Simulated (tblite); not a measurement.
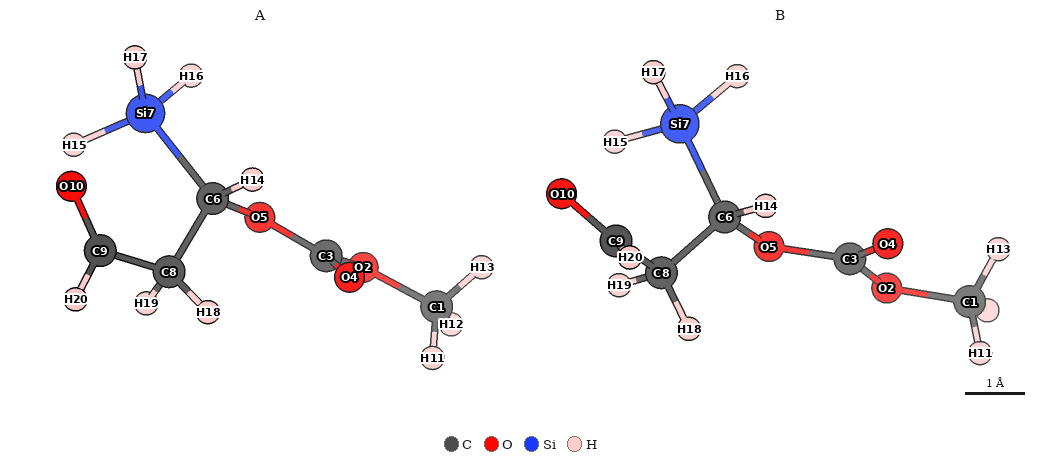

Two geometries of C$_{5}$H$_{10}$O$_{4}$Si, drawn at one scale. One is the start of a relaxation, the other its converged end. The picture is a ball-and-stick view, seen at a tilt.

Computed with GFN2-xTB geometry optimisation, gas phase in tblite 0.8.0. 

**Which one is relaxed?**

Structure A is the relaxed one. The atom that moves furthest after the best rigid fit is H20 (1.15 Å). Largest moves by element: H 1.15 Å, O 0.66 Å, C 0.47 Å, Si 0.30 Å. Some distances before and after: Si7–O10 3.056 → 2.606 Å, C6–Si7 1.854 → 1.926 Å, C3–O5 1.391 → 1.327 Å, C3–O4 1.249 → 1.200 Å. Bond angles that change, for instance: O2–C3–O5 117.7° → 108.7°, C6–Si7–H16 111.3° → 103.0°, C8–C9–H20 121.7° → 115.2°. Groups turn about C8–C9 by about 65°, O5–C6 by about 40°, C1–O2 by about 30°. The energy falls by 0.918 eV in 169 geometry steps. The run took 2 s on 1 thread of Intel(R) Xeon(R) Platinum 8488C, with other jobs on the host.
